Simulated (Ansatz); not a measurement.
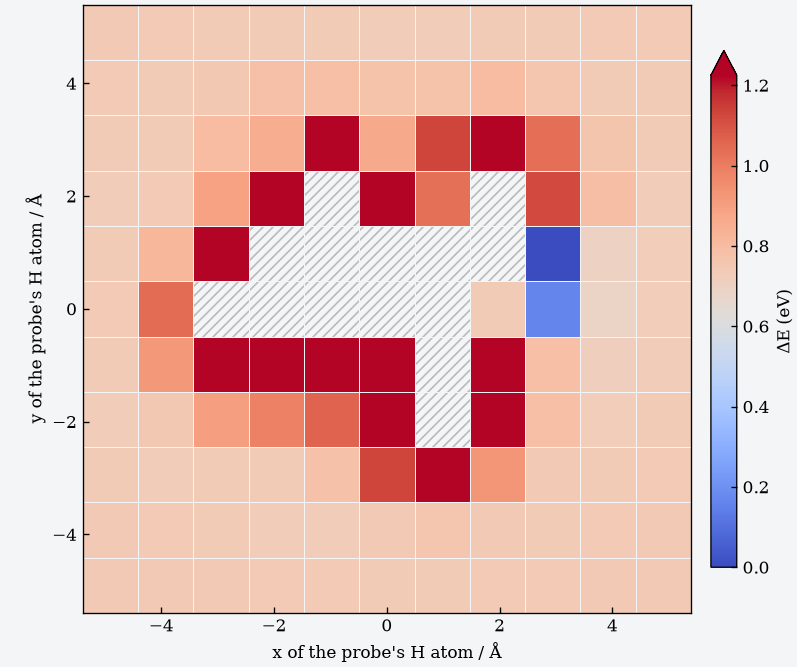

Energy landscape of CH₂AlBF₂ (SMILES F[C]1(F)[BH][AlH]1) with the probe H. The probe is moved over the molecule's main plane. The first coordinate is: x of the probe's H atom; the second: y of the probe's H atom. Nothing is relaxed (molecule and probe rigid). Grid: 11 × 11 points. At 14 points there is no value (left out of the scan, as a rule where atoms come close). Energies: eV, counted from the lowest grid point. Energies and slopes of some neighbouring points disagree (a jump in structure or state, or too coarse a mesh). All numbers below come from Ansatz 0.2.0, UKS PBE0-D4/def2-SVPD.

The picture shows one coloured cell a grid point, one colour for all values above the top of the scale, hatched blanks where no value was computed. 

Describe this landscape.

Answer. The lowest grid point is at x of the probe's H atom = 2.94 Å, y of the probe's H atom = 0.98 Å [nearest 1 B at 1.38 Å]. The highest grid point, x of the probe's H atom = 0.00 Å, y of the probe's H atom = −0.98 Å [nearest 1 F at 0.94 Å], lies 3.41 eV above the lowest.

The values on the grid:

| y of the probe's H atom ↓, x of the probe's H atom → | −4.90 | −3.92 | −2.94 | −1.96 | −0.98 | 0.00 | 0.98 | 1.96 | 2.94 | 3.92 | 4.90 |
| --- | --- | --- | --- | --- | --- | --- | --- | --- | --- | --- | --- |
| 4.90 | 0.74 | 0.74 | 0.74 | 0.74 | 0.74 | 0.73 | 0.73 | 0.73 | 0.73 | 0.74 | 0.74 |
| 3.92 | 0.74 | 0.73 | 0.75 | 0.78 | 0.79 | 0.77 | 0.78 | 0.80 | 0.76 | 0.73 | 0.74 |
| 2.94 | 0.73 | 0.73 | 0.80 | 0.85 | 2.39 | 0.87 | 1.13 | 1.85 | 1.04 | 0.77 | 0.73 |
| 1.96 | 0.73 | 0.74 | 0.89 | 1.54 | – | 1.26 | 1.03 | – | 1.12 | 0.79 | 0.73 |
| 0.98 | 0.73 | 0.82 | 1.59 | – | – | – | – | – | 0.00 | 0.70 | 0.73 |
| 0.00 | 0.74 | 1.04 | – | – | – | – | – | 0.73 | 0.17 | 0.69 | 0.73 |
| −0.98 | 0.73 | 0.92 | 2.11 | 2.94 | 1.63 | 3.41 | – | 2.35 | 0.79 | 0.72 | 0.73 |
| −1.96 | 0.73 | 0.75 | 0.90 | 0.99 | 1.07 | 2.56 | – | 1.80 | 0.79 | 0.73 | 0.74 |
| −2.94 | 0.74 | 0.73 | 0.73 | 0.74 | 0.78 | 1.13 | 1.44 | 0.93 | 0.75 | 0.73 | 0.74 |
| −3.92 | 0.74 | 0.74 | 0.74 | 0.73 | 0.73 | 0.75 | 0.76 | 0.74 | 0.74 | 0.74 | 0.74 |
| −4.90 | 0.75 | 0.74 | 0.74 | 0.74 | 0.74 | 0.74 | 0.74 | 0.74 | 0.74 | 0.74 | 0.75 |

The input of one point:

```yaml
crystal:
  periodic: [false, false, false]
  atoms:
    - { symbol: F, position_ang: [-2.247163, -0.218805, 0.000142] }
    - { symbol: C, position_ang: [0.80781, -0.139495, -5.7e-05] }
    - { symbol: F, position_ang: [0.806821, -1.462982, -3.0e-05] }
    - { symbol: B, position_ang: [1.563591, 1.000973, 0.000135] }
    - { symbol: Al, position_ang: [-0.931059, 0.820309, -0.00019] }
    - { symbol: H, position_ang: [1.919193, 2.130126, 0.000189] }
    - { symbol: H, position_ang: [-1.160014, 2.375884, -0.000616] }
    - { symbol: H, position_ang: [2.94, 0.98, 0.0] }
magnetization:
  spin_polarized: true
  initial_magnetization: 1
basis:
  gaussian: { orbitals: def2-SVPD }
hamiltonian:
  xc: pbe0
  dispersion: d4
output:
  forces: true
```

Each point was launched as `ansatz run input.yaml --threads 1 --pin off --max-ram 2560MiB --backend cpu --events-out ev --progress --plain --runs-dir out`. Time for the 107 points that were run: 40 min on 1 thread of Arm Neoverse N1 (shared host).
